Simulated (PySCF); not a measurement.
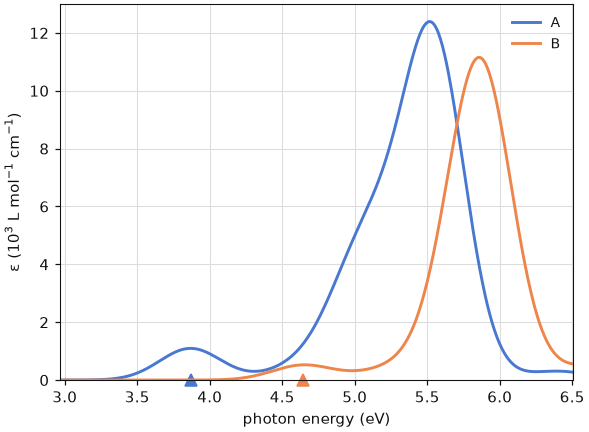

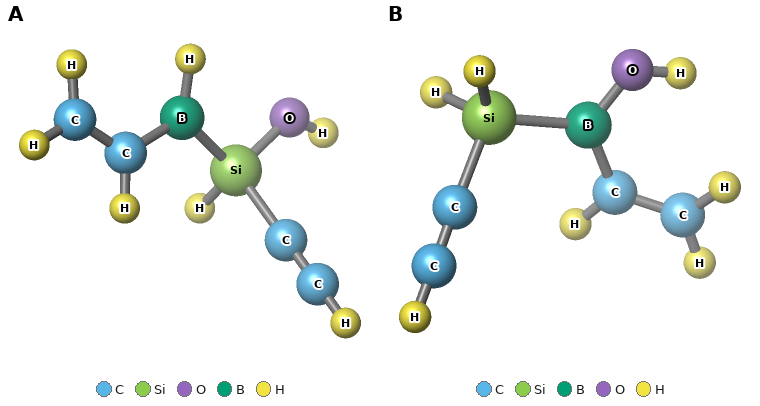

Related molecules: A is C₄H₇BOSi, SMILES C#C[Si@H](O)BC=C; B is C₄H₇BOSi, SMILES C#C[SiH2]B(O)C=C. Vertical TDDFT absorption, PBE0/def2-SVPD in PySCF 2.14.0, at a GFN2-xTB geometry (no frequency check); Gaussians of 1/e half-width 0.30 eV, triangles mark S1, and the range ends where the computed states of one molecule run out.

Question: How does the lowest singlet move?

Answer: A: 3.87 eV (f = 0.020, mainly HOMO → LUMO (91 %)); B: 4.65 eV (f = 0.010, mainly HOMO → LUMO (89 %)). From A to B it shifts 0.78 eV to the blue.

Question: And the brightest state of each within the range drawn?

Answer: A: S6 at 5.54 eV, f = 0.22; B: S4 at 5.87 eV, f = 0.19.

Limits of at least one run: core orbitals are frozen in the response; one conformer of a flexible molecule; the tight-binding geometry is rougher than a DFT one and adds to the error.
